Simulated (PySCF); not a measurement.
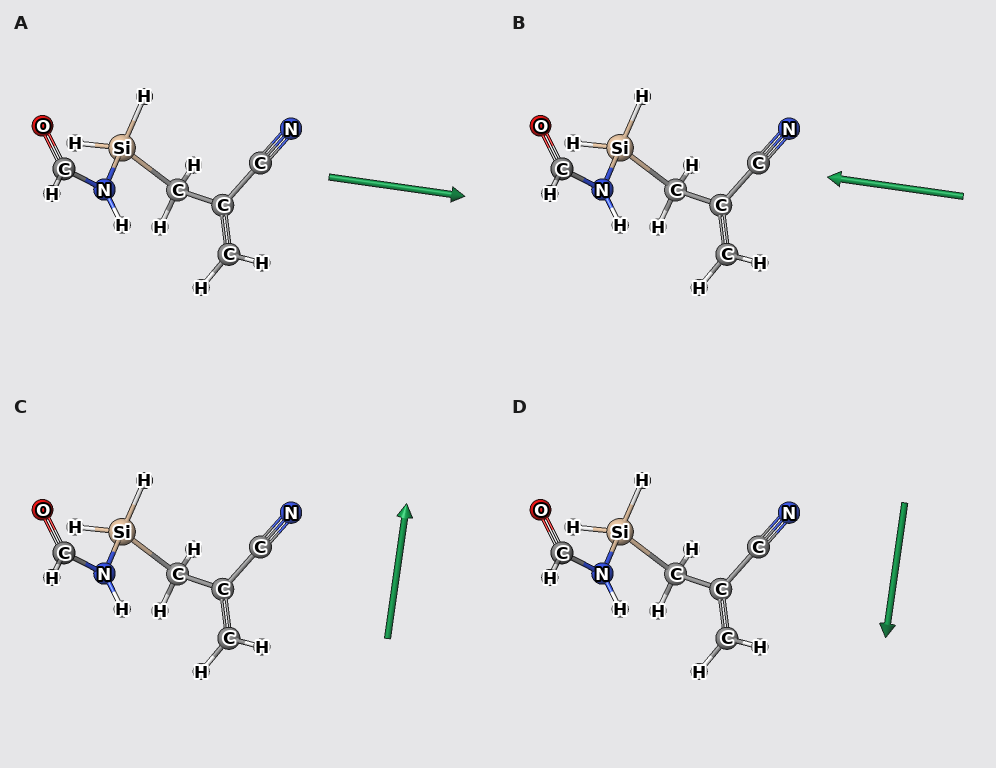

The same molecule four times, each with an arrow. The computed structure is the end point of a GFN2-xTB optimisation. No frequency run is at hand to confirm it as a minimum. Method: PBE0/pcSseg-1, gas phase (PySCF 2.14.0).

Which arrow points along the dipole moment, from the negative to the positive end?

Answer. D. The dipole moment is 5.34 D.

The geometry is semi-empirical. Around Si such bond lengths and angles can be off by a tenth of an ångström or more and by several degrees, and values that hang on the shape move with them.
